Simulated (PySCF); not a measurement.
The calculation's input:

```
import pyscf.grad
from pyscf import gto, dft

mol = gto.Mole()
mol.atom = '''
C   -0.550902   1.316187   0.462717
Ga  -2.894511   1.949062   1.533276
Sb  -1.635826   2.379827  -0.849981
H    0.456885   0.947403   0.229892
H   -0.837836   1.008615   1.496208
'''
mol.verbose = 3
mol.ecp = {'Sb': 'def2-svp'}
mol.max_memory = 3720
mol.basis = 'def2-tzvpd'
mol.spin = 0
mol.build()

mf = dft.RKS(mol, xc='pbe0')
mf = mf.density_fit(auxbasis='def2-universal-jkfit')
mf.grids.level = 3
mf.conv_tol = 1e-09
mf.max_cycle = 100
mf.kernel()
if not mf.converged:
    mf = mf.newton().run(mf.mo_coeff, mf.mo_occ)

e_final = mf.e_tot
print('E = %.10f Eh' % e_final)
grad = mf.Gradients().kernel()
mf.analyze()
```

Run with:

```sh
OMP_NUM_THREADS=2 python job.py
```

Geometry: PBE0-D4/def2-SVP; core potentials replace the inner electrons of Sb.

All numbers below come from Gaussian-basis quantum chemistry of an isolated molecule with PySCF, energy and nuclear gradient, functional PBE0 in PySCF.

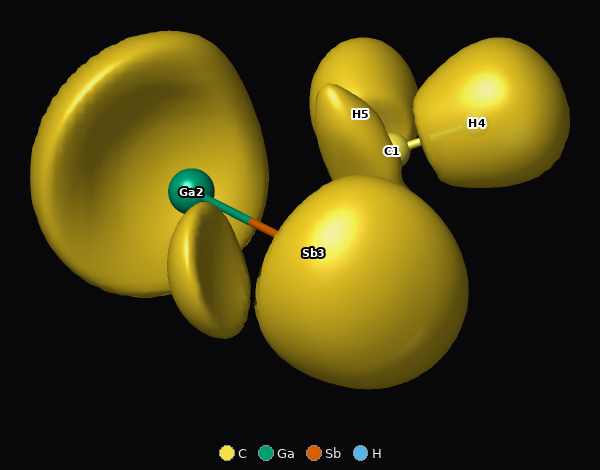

CH₂GaSb. Isosurface of the ELF at 0.75 (yellow), seen at an oblique angle. Only the valence region is drawn (cores and ρ < 0.01 e/Å³ removed).

**What do the ELF domains correspond to?**

The surface consists of two regions around hydrogen nuclei, one lobe of the valence shell of C pointing towards Sb (polar bonds), one lobe on Ga, pointing away from the bonds (lone pairs) and two lobes on Sb, pointing away from the bonds (lone pairs). Profiles from the grid: C–Sb (2.01 Å): the ELF peaks at about 0.85 in the valence shell of C, 0.7 Å from its nucleus, and drops to about 0.20 between the two atoms. Ga–Sb (2.73 Å): the ELF is about 0.65 at the midpoint.
